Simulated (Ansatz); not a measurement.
# What NaGeCl3 (built on the sites of a database entry of CsGeBr3) distorts into

Aim: this structure of NaGeCl3 (built on the sites of a database entry of CsGeBr3) is to be tested for unstable modes, and one is followed downhill.

Method: DFT PBEsol, scalar-relativistic, plane waves, PAW, in Ansatz 0.2.0.

The structure was built from a prototype and need not be the compound's stable phase.

## (1) The starting structure

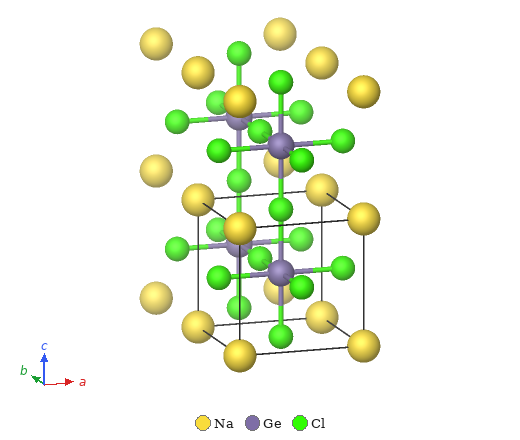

The cell as given, slightly off an axis (sodium yellow, germanium purple, chlorine green). 1×2×2 cells are drawn. Some periodic images of atoms are drawn too.

## (2) Response at finite wavevector

The cell comes from relaxations at this level that are not shown. Stability and thermal properties need the whole zone. Linear response on a 2×2×2 q mesh gives force constants as far as a supercell of that size would, and the tensors from the zone-centre run are typed in so that the long-range dipole term is interpolated apart.

input.yaml

```yaml
crystal:
  lattice:
    - [5.1317724219, 0.0, 0.0]
    - [0.0, 5.1317724219, 0.0]
    - [0.0, 0.0, 5.1317724219]
  atoms:
    - { symbol: Na, position: [0.0, 0.0, 0.0] }
    - { symbol: Ge, position: [0.5, 0.5, 0.5] }
    - { symbol: Cl, position: [0.5, 0.5, 0.0] }
    - { symbol: Cl, position: [0.5, 0.0, 0.5] }
    - { symbol: Cl, position: [0.0, 0.5, 0.5] }
kpoints:
  mp_grid: { grid: [6, 6, 6] }
hamiltonian:
  xc: pbesol
scf:
  occupations: { method: fixed }
output:
  eigenvalues: true
phonons:
  method: dfpt
  qmesh: [2, 2, 2]
  temperatures: { t_max: 1000, t_step: 50 }
  qpath:
    path:
      - [[0.0, 0.0, 0.0], [0.0, 0.5, 0.0], [0.5, 0.5, 0.0], [0.0, 0.0, 0.0], [0.5, 0.5, 0.5], [0.0, 0.5, 0.0]]
      - [[0.5, 0.5, 0.5], [0.5, 0.5, 0.0]]
    npoints: 10
  non_analytic_term:
    high_frequency_dielectric_tensor: [[7.4418, 0.0, 0.0], [0.0, 7.4418, 0.0], [0.0, 0.0, 7.4418]]
    born_effective_charges:
      - { species: Na, tensor: [[1.3111, 0.0, 0.0], [0.0, 1.3111, 0.0], [0.0, 0.0, 1.3111]] }
      - { species: Ge, tensor: [[5.0442, 0.0, 0.0], [0.0, 5.0442, 0.0], [0.0, 0.0, 5.0442]] }
      - { species: Cl, tensor: [[-0.548, 0.0, 0.0], [0.0, -0.548, 0.0], [0.0, 0.0, -5.2593]] }
      - { species: Cl, tensor: [[-0.548, 0.0, 0.0], [0.0, -5.2593, 0.0], [0.0, 0.0, -0.548]] }
      - { species: Cl, tensor: [[-5.2593, 0.0, 0.0], [0.0, -0.548, 0.0], [0.0, 0.0, -0.548]] }
    source: "zone-centre run at this cell"
```

The run is started by

```console
$ ansatz run input.yaml --threads 8 --pin off --max-ram 14336MiB --backend cpu --events-out ev --progress --plain --runs-dir out
```

Numbers of over 12 decimals in the logs are rounded to 6 here.

Output:

```text
Engine: ansatz 0.2.0, aarch64-unknown-linux-gnu
Pseudopotentials: kind: paw
Pseudopotential: Na, paw, valence charge 9, recommended cutoff 420 eV (normal), Na.paw.azcp
Pseudopotential: Ge, paw, valence charge 14, recommended cutoff 420 eV (normal), Ge.paw.azcp
Pseudopotential: Cl, paw, valence charge 7, recommended cutoff 420 eV (normal), Cl.paw.azcp
Functional definition: PBEsol
  exchange = pbesol_x
  correlation = pbesol_c
Crystal: 5 atoms, lattice volume = 135.146 Å³
Basis set: ecut = 420 eV, 2601 PW (Γ), exchange–correlation on 72×72×72 points (8 copies of the dense FFT grid, shifted against one another)
Bands: 27, of which v1, the nominal top of the filled ones, is band 22 counted from 1 (21 counted from 0)
Symmetry: 48 space group operations
k-points: 20 of 216
Non-local potential: Na, projectors of the file, l = 0: 3, l = 1: 2, l = 2: 1
Non-local potential: Ge, projectors of the file, l = 0: 2, l = 1: 2, l = 2: 3, l = 3: 1
Non-local potential: Cl, projectors of the file, l = 0: 2, l = 1: 2, l = 2: 2
PAW form: soft (Blöchl's): semilocal exchange-correlation on the pseudo side does not see the compensation charge
PAW frozen core: Na, regenerated for the run's functional, and the local potential with it (the file was generated under x = pbe(κ = 0.804, μ = 0.219515), c = pbe(β = 0.066725))
PAW frozen core: Ge, regenerated for the run's functional, and the local potential with it (the file was generated under x = pbe(κ = 0.804, μ = 0.219515), c = pbe(β = 0.066725))
PAW frozen core: Cl, regenerated for the run's functional, and the local potential with it (the file was generated under x = pbe(κ = 0.804, μ = 0.219515), c = pbe(β = 0.066725))
PAW one-centre angular grid: Na, 110 points (default); XC on 64 Gauss nodes
PAW one-centre angular grid: Ge, 590 points (default); XC on 64 Gauss nodes
PAW one-centre angular grid: Cl, 110 points (default); XC on 64 Gauss nodes
Initial density: superposition of atomic densities (neutral atoms: chi_scale 0, normalization atom), corrected by the library's trained network
Initial wavefunctions: pseudopotential atomic-orbital guess
Functional: x = pbesol(κ = 0.804, μ = 0.123457), c = pbesol(β = 0.046)
SCF iter   1: F=—  HF=-8917.146432 eV  |F-HF|=—  |Δ(HF+E_count)|=         —  Δρ=2.62e-3  dr2=1.07e-2  ethr=1.77e-3  ⟨swp⟩=4.7  Hψ=2017  notcnv=0  defer=43
preconditioner: auto → Resta (q_TF=auto, 2.263 Å⁻¹)  ε∞=3.4  [insulator: Δε(μ)=0.340 eV  Ē_g=10.564 eV  n_scr=26 (ndim 8)  ℏωp=16.3 eV  f_vac=0.182  ε∞_Penn≈3.4]
SCF iter   2: F=—  HF=-8917.140601 eV  |F-HF|=—  |Δ(HF+E_count)|=   5.83e-3  Δρ=1.29e-3  dr2=2.56e-3  ethr=2.44e-5  ⟨swp⟩=2.1  Hψ=1006  notcnv=0  defer=58
SCF iter   3: F=—  HF=-8917.139951 eV  |F-HF|=—  |Δ(HF+E_count)|=   6.49e-4  Δρ=2.37e-4  dr2=1.32e-4  ethr=5.81e-6  ⟨swp⟩=3.0  Hψ=999  notcnv=0  defer=57
SCF iter   4: F=—  HF=-8917.139937 eV  |F-HF|=—  |Δ(HF+E_count)|=   1.43e-5  Δρ=1.07e-4  dr2=2.07e-5  ethr=2.99e-7  ⟨swp⟩=2.0  Hψ=973  notcnv=0  defer=48
SCF iter   5: F=—  HF=-8917.139934 eV  |F-HF|=—  |Δ(HF+E_count)|=   2.64e-6  Δρ=4.87e-5  dr2=3.76e-6  ethr=4.71e-8  ⟨swp⟩=2.0  Hψ=960  notcnv=0  defer=21
SCF iter   6: F=—  HF=-8917.139934 eV  |F-HF|=—  |Δ(HF+E_count)|=   6.58e-7  Δρ=1.67e-5  dr2=6.15e-7  ethr=8.55e-9  ⟨swp⟩=2.0  Hψ=926  notcnv=0  defer=20
SCF iter   7: F=—  HF=-8917.139934 eV  |F-HF|=—  |Δ(HF+E_count)|=   2.73e-8  Δρ=6.11e-6  dr2=4.64e-8  ethr=1.40e-9  ⟨swp⟩=2.0  Hψ=940  notcnv=0  defer=20
SCF iter   8: F=—  HF=-8917.139934 eV  |F-HF|=—  |Δ(HF+E_count)|=   1.32e-8  Δρ=3.17e-6  dr2=7.87e-9  ethr=1.06e-10  ⟨swp⟩=2.0  Hψ=948  notcnv=0  defer=20
SCF iter   9: F=—  HF=-8917.139934 eV  |F-HF|=—  |Δ(HF+E_count)|=   2.40e-9  Δρ=3.53e-7  dr2=1.39e-10  ethr=1.79e-11  ⟨swp⟩=2.0  Hψ=878  notcnv=0  defer=20
SCF iter  10: F=-8917.139934 eV  HF=-8917.139934 eV  |F-HF|=3.64e-12  |Δ(HF+E_count)|=  2.80e-10  Δρ=5.69e-8  dr2=4.75e-12  ethr=1.00e-12  ⟨swp⟩=10.1  Hψ=3289  notcnv=0
SCF 1 converged in 10 iterations: F = -8917.139934 eV  dr2 = 4.75e-12
  greatest PAW one-centre occupation: 0.999 electrons in one spin orbital (limit 2), on the Na atom at site 0 (counted from 0), in its partial waves of l = 0
NSCF: frozen V_eff on 20 k-points
NSCF: frozen V_eff on 64 k-points
DFPT response loops at q = (0, 0, 0) (fractional): preconditioner auto → none (the input reference at scf.mixing.eps_inf says where Resta's filter doesn't serve); β = 0.50; Broyden in place of MSR1
NSCF: frozen V_eff on 128 k-points
DFPT response loops at q = (0, 0, -0.5) (fractional): mixed as the last ones told, above
NSCF: frozen V_eff on 128 k-points
DFPT response loops at q = (0, -0.5, -0.5) (fractional): mixed as the last ones told, above
NSCF: frozen V_eff on 128 k-points
DFPT response loops at q = (-0.5, -0.5, -0.5) (fractional): mixed as the last ones told, above
SCF converged after 10 iterations
Free energy (F): -8917.139934 eV
Harris-Foulkes:  -8917.139934 eV  (|F-HF|=3.64e-12)
Internal energy: -8917.139934 eV  (E = F + TS)
E sigma→0 (E₀):  -8917.139934 eV
Fermi energy:    4.558394 eV
--- Per-component energies (eV) ---
  E_band       = -513.575533
  E_kinetic    = 711.673745
  E_local      = -5097.437225  (includes V_loc(G=0)·N_el)
  E_nonlocal   = 616.422522
  E_hartree    = 2031.809197
  E_xc         = -430.654039
  E_vxc        = -477.304268  (∫ρ·V_xc dr)
  E_paw        = -4150.472660  (= ΣΔE_a)
  E_vpaw       = -330.549203  (= ΣTr[D̂ρ^β])
  E_aug_tail   = 0.000532  (compensation charges beyond the density's cutoff)
  E_ewald      = -2599.689931
  E_core_change = 1.207926  (= ΣΔE_core)
  E_smearing   = -0.000000  (= −TS)
  E_closure    = 0.000000  (closes the sum)
  Σ components = -8917.139934   (vs F -8917.139934, Δ=0.00e0)
--- Band table (eV; the first three rows and the last of 20) ---
  k-point 0: bands = [... 18 lower, 0.7072, 0.7881, 0.7881, 0.7881, 5.4204, 9.4726, 9.4726, 9.4818, ... 1 higher]
  k-point 1: bands = [... 18 lower, 0.6640, 0.7651, 0.7651, 0.8284, 5.7173, 9.0287, 9.2767, 9.4144, ... 1 higher]
  k-point 2: bands = [... 18 lower, 0.5804, 0.7638, 0.7638, 1.3674, 6.4483, 7.1180, 8.5864, 9.4073, ... 1 higher]
  k-point 19: bands = [... 18 lower, 1.3598, 1.3598, 1.3598, 4.5584, 4.9194, 4.9194, 4.9194, 6.3895, ... 1 higher]
--- Phonons (Γ-DFPT): 4 representative perturbations + reference (Σ response iterations 12) ---
  ASR residual: 3.311e-5 → 0.000e0 eV/Å²; symmetrization residual: 2.271e-6 eV/Å²
  ASR residual per site (eV/Å²): 1.76e-5 5.79e-6 3.31e-5 3.31e-5 3.31e-5
  Γ frequencies (cm⁻¹): -90.60 -90.60 -90.60 -45.97 -45.97 -45.97 0.00 0.00 0.00 26.85 26.85 26.85 91.47 91.47 91.47
--- Phonons (arbitrary-q DFPT): 4 irreducible q on the 2×2×2 mesh ---
  q = [0.0000, 0.0000, 0.0000] (star 1, of the zone-centre solve; hermiticity 8.53e-6, symmetrization 1.01e-10): -90.60 -90.60 -90.60 -45.97 -45.97 -45.97 -0.00 -0.00 0.00 26.85 26.85 26.85 91.47 91.47 91.47
  q = [0.0000, 0.0000, -0.5000] (star 3, 9 solved perturbations in 504 linear systems a pass and spin channel, the states on 64 of 216 k-point pairs; hermiticity 5.55e-7, symmetrization 4.55e-9): -82.61 -82.61 -28.99 -28.99 15.52 15.52 52.21 64.32 65.66 67.71 67.71 82.93 82.93 183.46 257.21
  q = [0.0000, -0.5000, -0.5000] (star 3, 9 solved perturbations in 504 linear systems a pass and spin channel, the states on 64 of 216 k-point pairs; hermiticity 1.11e-6, symmetrization 1.53e-8): -80.23 -80.23 -75.06 -71.16 29.20 54.98 54.98 71.59 72.02 72.02 116.05 184.86 184.86 230.18 262.85
  q = [-0.5000, -0.5000, -0.5000] (star 1, 4 solved perturbations in 184 linear systems a pass and spin channel, the states on 64 of 216 k-point pairs; hermiticity 8.04e-7, symmetrization 1.81e-9): -84.12 -84.12 -84.12 -75.14 -75.14 -75.14 121.93 121.93 121.93 176.30 176.30 176.30 229.58 229.58 269.77
  sum rule: each row above includes the acoustic sum rule's correction from the zone centre's row sums; it moved no ω² by more than (0.50 cm⁻¹)²
  mesh force constants: q→R imaginary residual 8.27e-18; ASR residual 3.311e-5 → 0.000e0 eV/Å²; symmetrization residual 5.329e-15 eV/Å²
  interpolated dispersion: 63 rows × 15 modes
  density of states and harmonic sums: on the 12×12×12 q-mesh, interpolated from the force constants of a 2×2×2 supercell (with the dipole–dipole term of supplied tensors)
  largest difference from the sums on the solved wave vectors: F 9.57e-2 eV, S 9.60e-5 and C_V 4.79e-5 eV/K
  zero-point energy: 0.073201 eV/cell   skipped modes (ω ≤ 0): 414, of them read as no rigid motion or as one in doubt: 411 (4.844e0 modes/cell left out, lowest -90.60 cm⁻¹)   left out of the sums: 3.23e-1 of the cell's modes: C_V's classical limit lies that fraction below 3 k_B per atom; for a crystal, a wire or a layer, F and S can be off by more, and a phonons.interpolated_qmesh denser along its periods is the remedy for the sampling
```

Wall time 2 min (8 threads of Arm Neoverse N1, shared host); peak memory 1.1 GiB; 15 min of CPU time.

Numbers from this step:

```yaml
gap_on_the_k_mesh: 0.3610 eV
volume_per_atom: 27.03 Å³
sum_rule_residual_before_enforcement: 3.31e-5 eV/Å²
lowest_frequency_on_the_path: -90.60 cm⁻¹
point_group: m-3m
highest_frequency_on_the_path_or_at_a_solved_wavevector: 269.8 cm⁻¹
highest_optical_mode_at_the_zone_centre_no_lo_to_term: 91.47 cm⁻¹
lowest_optical_zone_centre_mode: -90.6 cm⁻¹
lowest_mode_on_the_q_mesh_acoustic_modes_at_gamma_apart: -90.6 cm⁻¹
```

Frequencies (cm⁻¹) solved at each irreducible wavevector; negative means imaginary. Frequencies by wavevector, by row:

```csv
q in reciprocal lattice units,star,mode 1,mode 2,mode 3,mode 4,mode 13,mode 14,mode 15
0 0 0,1,-90.6,-90.6,-90.6,-46,91.5,91.5,91.5
0 0 -0.5,3,-82.6,-82.6,-29,-29,82.9,183.5,257.2
0 -0.5 -0.5,3,-80.2,-80.2,-75.1,-71.2,184.9,230.2,262.9
-0.5 -0.5 -0.5,1,-84.1,-84.1,-84.1,-75.1,229.6,229.6,269.8
```

Interpolated from a 2×2×2 q mesh, with the LO-TO term (at Γ the limit along the path; where Γ stands inside the path, tables give the limit on arrival). The phonon branches at the labelled points (cm⁻¹):

```csv
point,branch 1,branch 2,branch 3,branch 4,branch 12,branch 13,branch 14,branch 15
Γ,-91,-91,-88,-46,91,92,92,239
X,-83,-83,-29,-29,83,83,184,257
M,-80,-80,-75,-71,185,185,230,263
Γ,-91,-91,-88,-46,91,92,92,239
R,-84,-84,-84,-75,176,230,230,270
X,-83,-83,-29,-29,83,83,184,257
jump to R,-84,-84,-84,-75,176,230,230,270
M,-80,-80,-75,-71,185,185,230,263
```

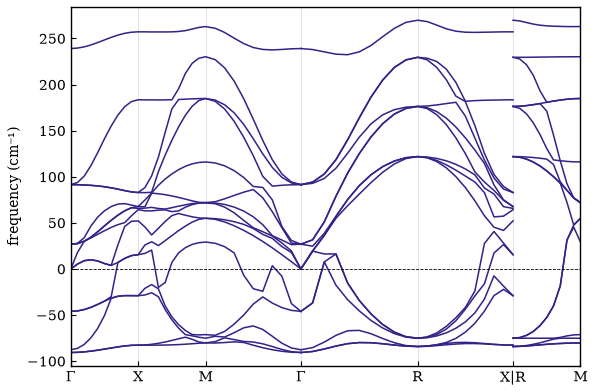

Phonon branches along the path.

Symmetry leaves 4 wavevectors to solve. The lowest mode among them, the acoustic zeros apart, lies at Γ and is imaginary, 90.6i cm⁻¹, so the energy falls along it.

## (3) The mode frozen in, largest atomic shift 0 Å

The mode followed lies at q = (-0.5, -0.5, -0.5) with frequency 84.1i cm⁻¹ and is 3-fold degenerate, one of the unstable modes though not the softest. At small amplitude the distorted cell has space group no. 74 by a symmetry search on the positions. The undistorted cell that holds it gives the zero of energy on the same k mesh.

System of this step: NaGeCl3 (built on the sites of a database entry of CsGeBr3). Symmetry: Pm-3m, No. 221, cubic system. Conventional cell: a = 5.132 Å, b = 5.132 Å, c = 5.132 Å, α = 90.00°, β = 90.00°, γ = 90.00°. Nearest to Na lie 12 Cl at 3.63 Å. Nearest to Ge lie 6 Cl at 2.57 Å. Nearest to Cl lie 2 Ge at 2.57 Å. Farther neighbours and most contacts between anions are not listed.

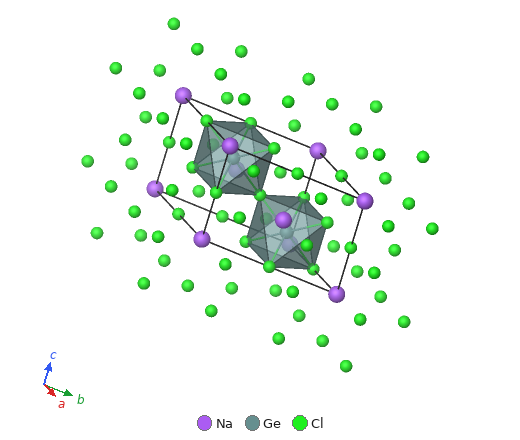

The cell of this step (sodium purple, germanium teal, chlorine green). Some periodic images of atoms are drawn too.

input.yaml

```yaml
crystal:
  lattice:
    - [5.1317724219, 5.1317724219, 0.0]
    - [5.1317724219, 0.0, 5.1317724219]
    - [5.1317724219, 0.0, -5.1317724219]
  atoms:
    - { symbol: Na, position: [0.0, 0.0, 0.0] }
    - { symbol: Na, position: [0.0, 0.5, 0.5] }
    - { symbol: Ge, position: [0.5, 0.25, 0.75] }
    - { symbol: Ge, position: [0.5, 0.75, 0.25] }
    - { symbol: Cl, position: [0.5, 0.0, 0.0] }
    - { symbol: Cl, position: [0.5, 0.5, 0.5] }
    - { symbol: Cl, position: [0.0, 0.5, 0.0] }
    - { symbol: Cl, position: [0.0, 0.0, 0.5] }
    - { symbol: Cl, position: [0.5, 0.0, 0.5] }
    - { symbol: Cl, position: [0.5, 0.5, 0.0] }
kpoints:
  mp_grid: { grid: [6, 6, 6] }
hamiltonian:
  xc: pbesol
scf:
  occupations: { method: gaussian, width: 0.02 }
output:
  forces: true
  stress: true
  eigenvalues: true
```

Output:

```text
[...]
Crystal: 10 atoms, lattice volume = 270.291 Å³
Basis set: ecut = 420 eV, 5209 PW (Γ), exchange–correlation on 100×100×100 points (8 copies of the dense FFT grid, shifted against one another)
Bands: 54, of which v1, the nominal top of the filled ones, is band 44 counted from 1 (43 counted from 0)
Symmetry: 96 space group operations
[...]
k-points: 16 of 216
[...]
k-point 0: bands = [... 40 lower, 1.3570, 1.3570, 1.3570, 4.5583, 4.9218, 4.9218, 4.9218, 5.4195, ... 4 higher]
  k-point 1: bands = [... 40 lower, 1.2651, 1.2651, 1.3080, 3.6083, 5.3074, 5.3074, 5.6435, 5.8494, ... 4 higher]
  k-point 2: bands = [... 40 lower, 1.1134, 1.1134, 1.1786, 2.5148, 6.2119, 6.2325, 6.2325, 6.8541, ... 4 higher]
  k-point 15: bands = [... 40 lower, 0.8557, 1.2057, 2.1835, 2.7063, 5.6556, 5.8917, 6.6962, 7.2862, ... 4 higher]
[key lines of the parts left out:]
SCF converged after 8 iterations
Free energy (F): -17834.300586 eV
Fermi energy:    4.739455 eV
P = ⅓ Tr σ = -0.0731 GPa (-0.731 kbar)
```

The job ended after 3.7 s (8 threads; peak memory 1 GiB; 26 s of CPU time).

This step gave:

* pressure: -0.07314 GPa
* gap on the k-mesh: 0.3635 eV
* energy from the undistorted cell: 0 meV/atom

At this level the gap is 0.36 eV on the k-mesh of the self-consistent run, which can miss the band edges.

## (4) The mode frozen in, largest atomic shift 0.6 Å

The atoms are moved along the unstable eigenvector, the largest shift by 0.6 Å, with the cell fixed.

input.yaml

```yaml
crystal:
  lattice:
    - [5.1317724219, 5.1317724219, 0.0]
    - [5.1317724219, 0.0, 5.1317724219]
    - [5.1317724219, 0.0, -5.1317724219]
  atoms:
    - { symbol: Na, position: [0.0826739835, -0.0826739835, 0.0] }
    - { symbol: Na, position: [-0.0826739835, 0.5826739835, 0.5] }
    - { symbol: Ge, position: [0.5, 0.25, 0.75] }
    - { symbol: Ge, position: [0.5, 0.75, 0.25] }
    - { symbol: Cl, position: [0.5, -0.0080137557, -0.0080137557] }
    - { symbol: Cl, position: [0.5, 0.5080137557, 0.5080137557] }
    - { symbol: Cl, position: [0.0, 0.5080137557, 0.0080137557] }
    - { symbol: Cl, position: [0.0, -0.0080137557, 0.4919862443] }
    - { symbol: Cl, position: [0.5160275113, -0.0160275113, 0.5] }
    - { symbol: Cl, position: [0.4839724887, 0.5160275113, 0.0] }
kpoints:
  mp_grid: { grid: [6, 6, 6] }
hamiltonian:
  xc: pbesol
scf:
  occupations: { method: gaussian, width: 0.02 }
output:
  forces: true
  stress: true
  eigenvalues: true
```

Output:

```text
[...]
Crystal: 10 atoms, lattice volume = 270.291 Å³
Basis set: ecut = 420 eV, 5209 PW (Γ), exchange–correlation on 100×100×100 points (8 copies of the dense FFT grid, shifted against one another)
Bands: 54, of which v1, the nominal top of the filled ones, is band 44 counted from 1 (43 counted from 0)
Symmetry: 8 space group operations
[...]
k-points: 46 of 216
[...]
k-point 0: bands = [... 40 lower, 1.2161, 1.2875, 1.3006, 4.3768, 4.8456, 4.8518, 4.8699, 5.6158, ... 4 higher]
  k-point 1: bands = [... 40 lower, 1.1508, 1.1964, 1.2299, 3.4969, 5.2254, 5.2379, 5.7318, 5.8354, ... 4 higher]
  k-point 2: bands = [... 40 lower, 1.0142, 1.0489, 1.0990, 2.4388, 6.1294, 6.1497, 6.4043, 6.7390, ... 4 higher]
  k-point 45: bands = [... 40 lower, 0.7159, 1.2952, 1.9693, 3.2745, 5.3367, 5.4678, 6.0104, 7.3963, ... 4 higher]
[key lines of the parts left out:]
SCF converged after 8 iterations
Free energy (F): -17834.481446 eV
Fermi energy:    4.611210 eV
P = ⅓ Tr σ = 0.3298 GPa (3.298 kbar)
```

It took 9.7 s on 8 threads; peak memory 1.2 GiB; 74 s of CPU time.

This step gave:

| Quantity | Value |
| --- | --- |
| pressure | 0.3298 GPa |
| gap on the k-mesh | 0.4689 eV |
| energy from the undistorted cell | -18.09 meV/atom |

The energy, extrapolated to zero smearing, is -18.09 meV/atom against the undistorted cell.

The run ends at a pressure of 0.33 GPa, with forces up to 0.18 eV/Å.

## (5) Energy along the mode, all amplitudes (two of the runs are shown above)

An imaginary frequency means negative curvature, so the energy should fall and then rise again as anharmonic terms take over.

This step gave:

```yaml
depth_at_the_lowest_point_sampled: 18.09 meV/atom
largest_atomic_shift_at_that_point: 0.6 Å
```

The energy from the parent by largest atomic shift:

```csv
largest atomic shift (Å),energy from the parent (meV/atom)
0.000,0
0.040,-0.106
0.080,-0.422
0.140,-1.28
0.220,-3.11
0.320,-6.37
0.450,-11.7
0.600,-18.1
```

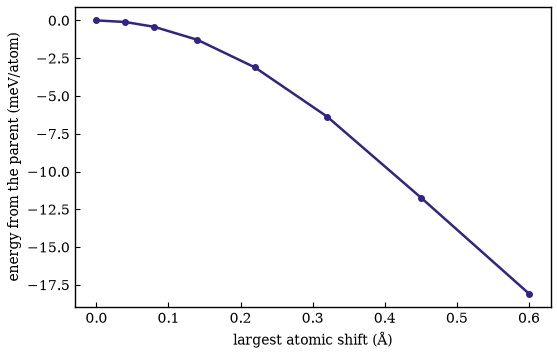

Energy from the parent against largest atomic shift.

Displacement at unit largest shift by atom:

```csv
atom,x (Å),y (Å),z (Å),size
Na1,0.000,0.707,-0.707,1.000
Na2,0.000,-0.707,0.707,1.000
Ge3,0.000,0.000,0.000,0.000
Ge4,0.000,0.000,0.000,0.000
Cl5,-0.137,0.000,0.000,0.137
Cl6,0.137,0.000,0.000,0.137
Cl7,0.137,0.000,0.000,0.137
Cl8,-0.137,0.000,0.000,0.137
Cl9,0.000,0.137,-0.137,0.194
Cl10,0.000,-0.137,0.137,0.194
```

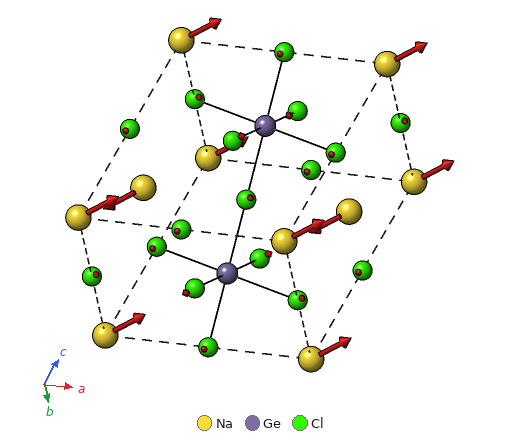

Displacement at unit largest shift as arrows, the longest 1.000 Å. Some periodic images of atoms are drawn too.

The lowest of the steps tried is the last one, at 0.6 Å, 18.1 meV/atom below the parent; the bottom of the well need not coincide with a step.

[end of part 1 of 2]

[Logs are printed without paths, hosts, clocks, repeated set-up lines and the standing remarks that a program may print on its own settings, such as how far it seeks lower states.]

[Hosts, paths, dates, database ids (printed as entryN), source tags and the programs' standing remarks are cut or masked in the printed files.]
